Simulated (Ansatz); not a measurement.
# CdInCl3 (model cell, started as cubic perovskite with Cd in the octahedra): a soft mode frozen in, part 3 of 3

Wanted: the energy along a soft mode of CdInCl3 (model cell, started as cubic perovskite with Cd in the octahedra) and the structure at the end.

Ansatz 0.2.0; DFT PBEsol, scalar-relativistic, plane waves, PAW; PAW set soft_1.

So far. Step 5 (Energy along the mode, all amplitudes (two of the runs …): The lowest of the steps tried is the last one, at 0.6 Å, 24.5 meV/atom below the parent; the bottom of the well need not coincide with a step. Step 7 (The new phase in its own primitive cell): The largest force component left is 0.46 meV/Å and the pressure is -0.002 GPa, within the tolerances set. The cell now holds 26.29 Å³/atom. The relaxed cell has a, b, c = 7.147, 9.981, 7.372 Å (conventional setting).

The structure was built from a prototype and need not be the compound's stable phase.

## (8) Modes of the new phase

A relaxed structure may still be a saddle point, so its zone-centre modes are computed. The response to a homogeneous field gives the Born charges and the dielectric tensor.

File input.yaml:

```yaml
crystal:
  lattice:
    - [-3.5733330105, 4.9905401262, 3.6858521974]
    - [3.5733330105, -4.9905401262, 3.6858521974]
    - [3.5733330105, 4.9905401262, -3.6858521974]
  atoms:
    - { symbol: In, position: [0.7712407335, 0.0212407335, 0.75] }
    - { symbol: In, position: [0.2287592665, 0.9787592665, 0.25] }
    - { symbol: Cd, position: [0.0, 0.5, 0.5] }
    - { symbol: Cd, position: [0.5, 0.5, 0.0] }
    - { symbol: Cl, position: [0.3389323593, 0.5889323593, 0.75] }
    - { symbol: Cl, position: [0.6610676407, 0.4110676407, 0.25] }
    - { symbol: Cl, position: [0.8020433168, 0.5, 0.8020433168] }
    - { symbol: Cl, position: [0.1979566832, 0.5, 0.1979566832] }
    - { symbol: Cl, position: [0.1979566832, 0.0, 0.6979566832] }
    - { symbol: Cl, position: [0.8020433168, 0.0, 0.3020433168] }
kpoints:
  mp_grid: { grid: [6, 6, 6] }
hamiltonian:
  xc: pbesol
  pseudopotentials: { kind: paw, azcp: { folder: soft_1 }, xc_functional: pbe }
scf:
  occupations: { method: fixed }
output:
  eigenvalues: true
phonons:
  method: dfpt
  dielectric: true
  rigid_motions: translations
```

Launch:

```console
> ansatz run input.yaml --threads 4 --pin off --max-ram 16384MiB --backend cpu --events-out ev --progress --plain --runs-dir out
```

Numbers of over 12 decimals in the logs are rounded to 6 here.

Output:

```text
[...]
Crystal: 10 atoms, lattice volume = 262.917 Å³
Basis set: ecut = 420 eV, 5123 PW (Γ), exchange–correlation on 96×96×96 points (8 copies of the dense FFT grid, shifted against one another)
Bands: 65, of which v1, the nominal top of the filled ones, is band 54 counted from 1 (53 counted from 0)
Symmetry: 8 space group operations
k-points: 112 of 216 (irreducible under 1 space group operation, time reversal used)
[...]
SCF iter   1: F=—  HF=-33796.694502 eV  |F-HF|=—  |Δ(HF+E_count)|=         —  Δρ=5.33e-2  dr2=8.87e0  ethr=3.10e-3  ⟨swp⟩=4.9  Hψ=23606  notcnv=0  defer=930
[...]
SCF iter  12: F=-33793.278482 eV  HF=-33793.278482 eV  |F-HF|=0.00e0  |Δ(HF+E_count)|=  7.28e-12  Δρ=4.09e-8  dr2=8.14e-12  ethr=1.00e-12  ⟨swp⟩=7.0  Hψ=33571  notcnv=0
SCF 1 converged in 12 iterations: F = -33793.278482 eV  dr2 = 8.14e-12
[...]
NSCF: frozen V_eff on 5 k-points
DFPT response loops at Γ: preconditioner auto → Resta (q_TF=auto, 2.352 Å⁻¹)  ε∞=6.1 (no band partly filled); β = 1.00, the filter's whole step (`scf.mixing.beta` (0.50) is not read by the response loops at its default; to damp them type it under 1.00, their step now; it binds the ground state too); Broyden in place of MSR1
── the response to a field inside a basis, on 6×6×6 k-points: an SCF that follows is theirs, and a resumed run solves both again ──
Bands: 55, of which v1, the nominal top of the filled ones, is band 54 counted from 1 (53 counted from 0)
k-points: 45 of 216
[...]
Eigensolver: Dense (45 Hₖ)
SCF iter   1: F=—  HF=-33793.057371 eV  |F-HF|=—  |Δ(HF+E_count)|=         —  Δρ=6.13e-4  dr2=3.83e-4  ethr=1.00e-1
[...]
SCF iter   5: F=-33793.057453 eV  HF=-33793.057453 eV  |F-HF|=5.62e-8  |Δ(HF+E_count)|=   1.19e-7  Δρ=4.32e-6  dr2=6.81e-8  ethr=5.98e-10
SCF 1 converged in 5 iterations: F = -33793.057453 eV  dr2 = 6.81e-8
[...]
SCF converged after 12 iterations
Free energy (F): -33793.278482 eV
[...]
Internal energy: -33793.278482 eV  (E = F + TS)
E sigma→0 (E₀):  -33793.278482 eV
Fermi energy:    4.782726 eV
[...]
--- Band table (eV; the first three rows and the last of 112) ---
  k-point 0: bands = [... 50 lower, 3.6092, 3.7954, 3.8042, 4.2178, 6.3759, 10.0120, 10.0420, 10.0462, ... 7 higher]
  k-point 1: bands = [... 50 lower, 3.5640, 3.6689, 4.0299, 4.3231, 6.6262, 9.5520, 9.6059, 9.8177, ... 7 higher]
  k-point 2: bands = [... 50 lower, 3.2696, 3.4508, 4.4548, 4.5307, 7.2946, 8.8440, 8.8924, 9.2707, ... 7 higher]
  k-point 111: bands = [... 50 lower, 3.3919, 3.7689, 4.5732, 4.7577, 7.7918, 8.2047, 8.9810, 9.1125, ... 7 higher]
--- Phonons (Γ-DFPT): 12 representative perturbations + reference, on 112 of 216 k-points (Σ response iterations 43) ---
  k mesh reduced under 1 symmetry operation, with k and −k counted as one. Each operation leaves every solved perturbation unchanged. A smaller set is not considered because the run solves the response to a homogeneous field
  ASR residual: 6.970e-5 → 0.000e0 eV/Å²; symmetrization residual: 2.310e-5 eV/Å²
  ASR residual per site (eV/Å²): 6.97e-5 6.97e-5 4.85e-5 4.85e-5 3.47e-5 3.47e-5 5.65e-5 5.65e-5 5.65e-5 5.65e-5
  Γ frequencies (cm⁻¹): -21.38 0.00 0.00 0.00 8.28 39.78 45.26 51.43 51.93 54.29 54.75 59.65 72.43 77.31 79.79 89.21 99.39 100.27 103.22 110.03 123.17 126.51 131.50 139.13 141.66 148.96 214.67 236.78 241.94 278.58
  ε∞ (high-frequency dielectric tensor):
        4.460691     0.000000     0.000000
        0.000000     4.446610     0.000000
        0.000000     0.000000     4.602913
  softest optical mode at Γ: -21.38 cm⁻¹; the repairs (sum rule, projections) moved no ω² at Γ by more than (2.44 cm⁻¹)²
  Born effective charges Z* (e; rows j = field, columns β = displacement):
    site 0:
         1.99132    0.00000    0.00000
         0.00000    1.73280    0.00000
        -0.00000    0.00000    2.19258
    site 1:
         1.99132    0.00000    0.00000
         0.00000    1.73280    0.00000
        -0.00000    0.00000    2.19258
    site 2:
         2.62541    0.00000    0.00000
         0.00000    2.78055   -0.12889
        -0.00000   -0.16273    2.70173
    site 3:
         2.62541    0.00000    0.00000
         0.00000    2.78055    0.12889
        -0.00000    0.16273    2.70173
    site 4:
        -1.07591    0.00000    0.00000
         0.00000   -1.99463    0.00000
        -0.00000    0.00000   -1.47367
    site 5:
        -1.07591    0.00000    0.00000
         0.00000   -1.99463    0.00000
        -0.00000    0.00000   -1.47367
    site 6:
        -1.77041   -0.00000    0.24788
         0.00000   -1.25936    0.00000
         0.24699    0.00000   -1.71032
    site 7:
        -1.77041    0.00000    0.24788
         0.00000   -1.25936    0.00000
         0.24699    0.00000   -1.71032
    site 8:
        -1.77041   -0.00000   -0.24788
         0.00000   -1.25936    0.00000
        -0.24699    0.00000   -1.71032
    site 9:
        -1.77041    0.00000   -0.24788
         0.00000   -1.25936    0.00000
        -0.24699    0.00000   -1.71032
  Z* charge neutrality: 1.855e-2 e pre-enforcement
  solved inside a basis spanned on kpoints, on 6×6×6 k-points, its susceptibility summed on 8×8×8: ε∞ is read to err by 1.2e-2, Z* by 3.8e-2 e (field_mesh: kpoints solves on kpoints); Z* is corrected for what the basis lacks
  optical modes at Γ without the LO–TO term, one row a degenerate level:
      ω (cm⁻¹)  modes    IR ((D/Å)²/amu)
        -21.38      1             4.3897
          8.28      1             0.0000
         39.78      1             0.0000
         45.26      1             0.3380
         51.43      1             0.4773
         51.93      1             1.9292
         54.29      1             0.0000
[...]
optical modes at Γ + LO–TO along q̂ = [1.0000, 0.0000, 0.0000]:
      ω (cm⁻¹)  modes    IR ((D/Å)²/amu)
[...]
optical modes at Γ + LO–TO along q̂ = [0.0000, 1.0000, 0.0000]:
      ω (cm⁻¹)  modes    IR ((D/Å)²/amu)
[...]
optical modes at Γ + LO–TO along q̂ = [0.0000, 0.0000, 1.0000]:
      ω (cm⁻¹)  modes    IR ((D/Å)²/amu)
[...]
106.84      1             0.1882
        123.17      1             0.0000
        126.51      1             0.0000
        131.50      1             1.2199
        131.82      1             1.9979
        139.13      1             0.0000
        141.66      1             0.0000
        168.30      1             4.9800
        214.67      1             4.9365
        241.94      1             5.0316
        257.84      1             8.3619
        278.58      1             0.0000
```

The job ended after 16 min (4 threads of Arm Neoverse V2, shared host; peak memory 7.1 GiB).

Numbers from this step:

* sum-rule residual before enforcement: 6.97e-5 eV/Å²
* miss of the charge sum rule: 0.01855 e
* estimated error of the dielectric tensor: 0.01189
* estimated error of the Born charges: 0.03763 e
* point group: mmm
* highest optical mode at the zone centre (no LO-TO term): 278.6 cm⁻¹
* lowest optical zone-centre mode: -21.38 cm⁻¹
* mean high-frequency dielectric constant: 4.503
* largest Born charge (third of the trace): 2.703 e
* top of the zone-centre spectrum with the field: 278.6 cm⁻¹

Without the LO-TO term. Patterns of degenerate modes are one choice out of their space. The modes at Γ (shares of kinetic energy by element, %) (negative means imaginary):

```csv
mode,frequency (cm⁻¹),symmetry,In %,Cd %,Cl %
1,-21.4,B3u,41,1,58
2,0.0,acoustic,34,34,32
3,0.0,acoustic,34,34,32
4,0.0,acoustic,34,34,32
5,8.3,B2g,49,0,51
6,39.8,B3g,100,0,0
7,45.3,B2u,55,38,7
8,51.4,B1u,57,37,6
9,51.9,B3u,17,54,29
10,54.3,Ag,100,0,0
11,54.8,B2g,51,0,49
12,59.6,B1g,0,0,100
13,72.4,B3u,7,1,92
14,77.3,B1u,8,31,61
15,79.8,B2u,9,23,68
16,89.2,Au,0,16,84
17,99.4,B3g,0,0,100
18,100.3,Ag,0,0,100
19,103.2,B2g,0,0,100
20,110.0,B1u,0,24,75
21,123.2,Au,0,84,16
22,126.5,Ag,0,0,100
23,131.5,B2u,1,92,6
24,139.1,B1g,0,0,100
25,141.7,B3g,0,0,100
26,149.0,B1u,0,64,36
27,214.7,B3u,0,11,89
28,236.8,B1u,0,10,90
29,241.9,B2u,0,13,87
30,278.6,B3g,0,0,100
```

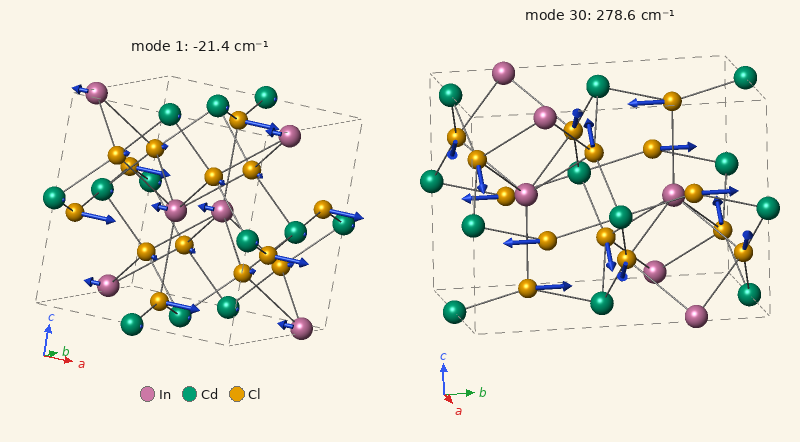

Displacement patterns of modes 1 and 30 at Γ; arrows are exaggerated. Some periodic images of atoms are drawn too.

Optical modes at the zone centre, without and with the macroscopic field of the longitudinal modes; each column is sorted by frequency, so a row need not hold one and the same mode. Modes with and without the field, by row:

```csv
rank among optical modes,no field (cm⁻¹),"q along (1, 0, 0) (cm⁻¹)","q along (0, 1, 0) (cm⁻¹)","q along (0, 0, 1) (cm⁻¹)"
1,-21.4,8.3,-21.4,-21.4
2,8.3,34.4,8.3,8.3
3,39.8,39.8,39.8,39.8
4,45.3,45.3,46.8,45.3
5,51.4,51.4,51.4,51.9
6,51.9,54.3,51.9,52.7
7,54.3,54.8,54.3,54.3
8,54.8,59.6,54.8,54.8
9,59.6,61.8,59.6,59.6
10,72.4,77.3,72.4,72.4
11,77.3,79.8,77.3,79.8
12,79.8,89.2,89.2,89.2
13,89.2,99.4,99.4,99.4
14,99.4,100.3,100.3,100.3
15,100.3,103.2,103.2,103.2
16,103.2,110,110,106.8
17,110,123.2,117,123.2
18,123.2,124.9,123.2,126.5
19,126.5,126.5,126.5,131.5
20,131.5,131.5,139.1,131.8
21,139.1,139.1,141.7,139.1
22,141.7,141.7,149,141.7
23,149,149,150.2,168.3
24,214.7,236.8,214.7,214.7
25,236.8,241.9,236.8,241.9
26,241.9,242.7,266.1,257.8
27,278.6,278.6,278.6,278.6
```

Born charge (rows field, columns displacement) (e), principal values of the symmetric part by kind of site:

```csv
atom,atoms with these values,low,middle,high,mean
In1,2,1.73,1.99,2.19,1.97
Cd3,2,2.59,2.63,2.89,2.70
Cl5,2,-1.99,-1.47,-1.08,-1.51
Cl7,4,-1.99,-1.49,-1.26,-1.58
```

In full for Cd3:

```
 2.63  0.00  0.00
 0.00  2.78 -0.13
 0.00 -0.16  2.70
```

High-frequency dielectric tensor:

```
4.46 0.00 0.00
0.00 4.45 0.00
0.00 0.00 4.60
```

Transverse modes; imaginary modes are left out. Infrared lines, with heights relative to the strongest:

```csv
position (cm⁻¹),relative intensity
8,0.0
40,0.0
45,3.7
51,5.2
52,21
54,0.0
55,0.0
60,0.0
72,33
77,100
80,77
89,0.0
99,0.0
100,0.0
103,0.0
110,7.2
123,0.0
126,0.0
132,13
139,0.0
142,0.0
149,16
215,54
237,41
242,55
279,0.0
```

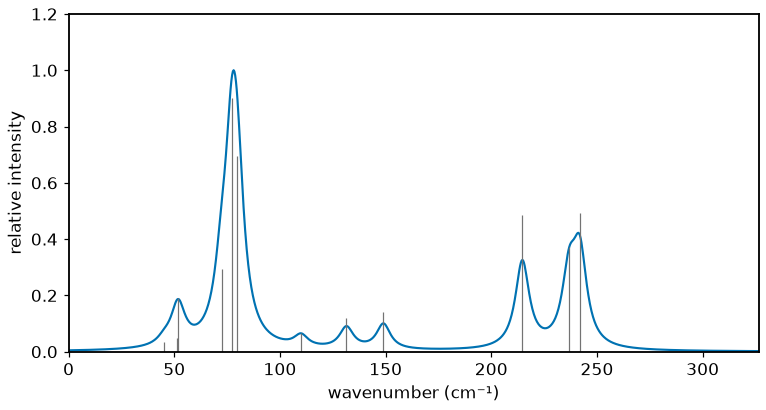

The infrared spectrum, broadened with Lorentzians of width 8 cm⁻¹; bars mark the lines.

Before it was imposed, the acoustic sum rule was missed by 7.0e-5 eV/Å² and the charge sum rule by 0.019 e. Small misses are needed for a sound result but don't prove that mesh and cutoff are converged. The lowest optical mode is imaginary, 21.4i cm⁻¹, so the energy falls along it.

## (9) The phases reached

The phases reached along the modes that were followed are set side by side.

Energies are those of the first relaxation, on the mesh of the frozen mode; space group, volume and gap are those of the last relaxation. Phases, by row:

```csv
mode frozen in,space group,energy from parent (meV/atom),volume (Å³/atom),gap on mesh (eV),lowest zone-centre optical mode (cm⁻¹),largest shift (Å)
parent,Pm-3m,0,26.9,1.788,–,–
"q = (0, -0.5, -0.5), 72i cm⁻¹",P4/mbm,-29.3,26.15,1.601,-27.3,0.672
"q = (-0.5, -0.5, -0.5), 71i cm⁻¹",I4/mcm,-29.2,26.15,1.629,-39.4,0.673
"q = (-0.5, -0.5, -0.5), 71i cm⁻¹",R-3c,-27.98,26.28,1.702,-37,0.541
"q = (-0.5, -0.5, -0.5), 71i cm⁻¹",Imma,-32,26.29,1.593,-21.4,0.656
```

## (10) Results

| Property | Result |
| --- | --- |
| unstable mode of the parent | q = (-0.5, -0.5, -0.5), 71i cm⁻¹ |
| depth at the lowest point sampled | 24.5 meV/atom |
| largest atomic shift at that point | 0.6 Å |
| space group reached (within 0.01 Å) | Imma |
| energy gained over the parent (first relaxation, on the mesh of the frozen mode) | 32.0 meV/atom |
| volume per atom, phase reached | 26.3 Å³ |
| gap on the k-mesh, phase reached | 1.59 eV |
| lowest optical zone-centre mode, phase reached | -21.4 cm⁻¹ |
| highest optical mode at the zone centre (no LO-TO term), phase reached | 279 cm⁻¹ |

In words: Along this mode the structure falls into Imma, 32.0 meV/atom below the parent. At the parent's cell the well is 24.49 meV/atom deep on the steps tried, with its lowest point at a shift of 0.6 Å. That is the last step tried, so the steps alone don't bracket the bottom of the well. Relaxing atoms and cell changes the gain by +7.51 meV/atom against the lowest step (energies at zero smearing). The new phase still has an imaginary mode at the zone centre of its cell, so it is a saddle point on the way to a lower structure. Of the 4 patterns followed to their end from this parent, this one reaches the lowest energy. Each path keeps the symmetry of its pattern, so a lower phase may lie along a pattern not tried. The PAW files were made for PBE and serve the other functionals too. The starting cell was built on a prototype and not taken from a measurement, so the phase need not exist.

[Logs are printed without paths, hosts, clocks, repeated set-up lines and the standing remarks that a program may print on its own settings, such as how far it seeks lower states.]

[Hosts, paths, dates, database ids (printed as entryN), source tags and the programs' standing remarks are cut or masked in the printed files.]
